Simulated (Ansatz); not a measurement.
# C₃F₆ (SMILES FC1(F)C(F)(F)C1(F)F): what the fields show

Input file:

```
crystal:
  periodic: [false, false, false]
  atoms:
    - symbol: C
      position_ang: [-2.532393, -1.552626, 0.695600]
    - symbol: C
      position_ang: [-1.243934, -1.284947, -0.059586]
    - symbol: C
      position_ang: [-1.401215, -0.798090, 1.368808]
    - symbol: F
      position_ang: [-3.620558, -0.885400, 0.348474]
    - symbol: F
      position_ang: [-2.791351, -2.788929, 1.088393]
    - symbol: F
      position_ang: [-0.426934, -2.297749, -0.297369]
    - symbol: F
      position_ang: [-1.256005, -0.394226, -1.037468]
    - symbol: F
      position_ang: [-1.544846, 0.499235, 1.583611]
    - symbol: F
      position_ang: [-0.715474, -1.404057, 2.323963]
basis:
  gaussian: {orbitals: def2-SVPD}
hamiltonian: {xc: pbe0}
output: {forces: true, orbitals: {seedname: orbitals}}
```

Run with:

```sh
ansatz run input.yaml --threads 2 --pin off --max-ram 6090MiB --events-out events.jsonl --progress --plain --runs-dir runs
```

Geometry: PBE0-D4/def2-SVP.

Computed with isolated molecule in a Gaussian basis; Kohn-Sham density functional theory, functional PBE0 (Ansatz).

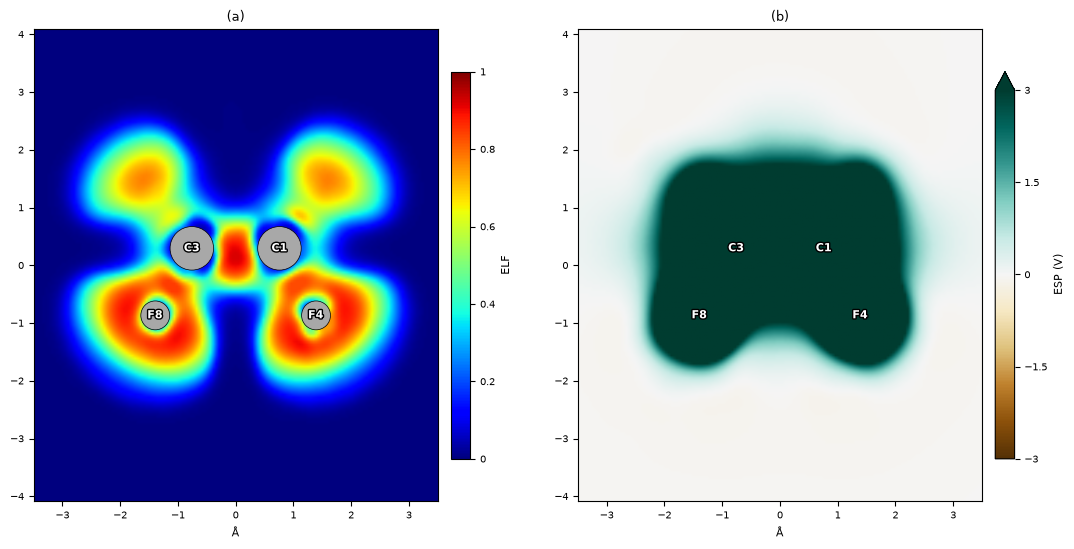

Figure 1. (a) ELF; (b) molecular electrostatic potential on the plane of atoms C3, C1 and F4. Grey discs cover the atomic cores in the ELF map.

> Read the bonding off the picture.

- The plane passes through C and F nuclei.
- C–F (1.32 Å): the ELF peaks at about 0.85 between the atoms; a shared but strongly polarised pair.
- C–C (1.52 Å): the ELF peaks at about 0.90 between the atoms (a covalent bond).
- The ELF also peaks beside F4 and F8, away from the bonds: lone-pair regions.
- The potential has no marked negative region in this plane.

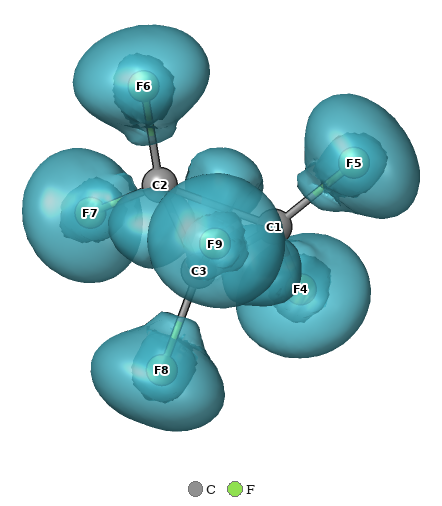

Figure 2. Isosurface of the electron localisation function at 0.75 (cyan), seen at an oblique angle. Core shells and regions of very low density are left out.

> Describe the localisation domains.

The ELF exceeds this value in three regions between bonded C–C atoms (shared pairs) and six regions on F in which the atom's valence shell and bonds are merged.

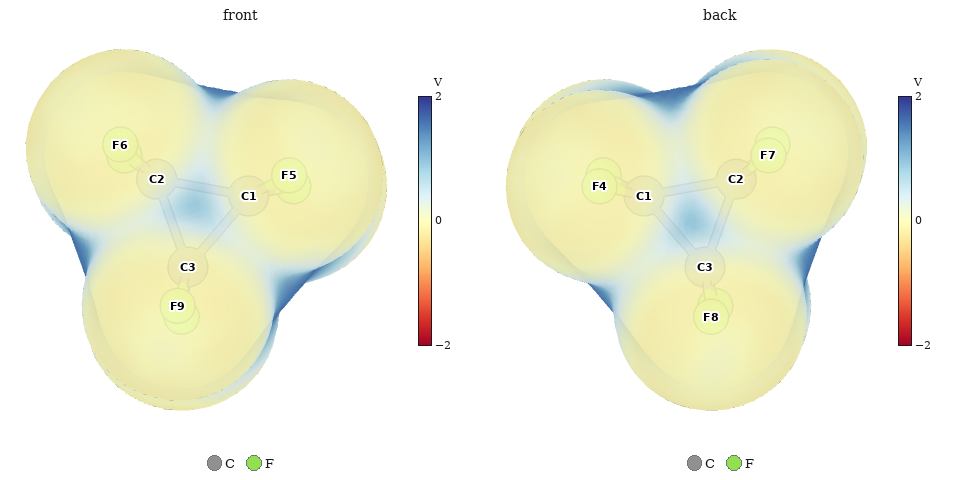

Figure 3. The electrostatic potential painted on the density surface at 0.002 e/bohr³, seen from the front and from behind; red is negative and blue positive.

> Where is the surface potential most negative and most positive?

The most negative region (about −0.1 V) lies over the F atoms, the most positive (about +1.6 V) over C1, C2 and C3.
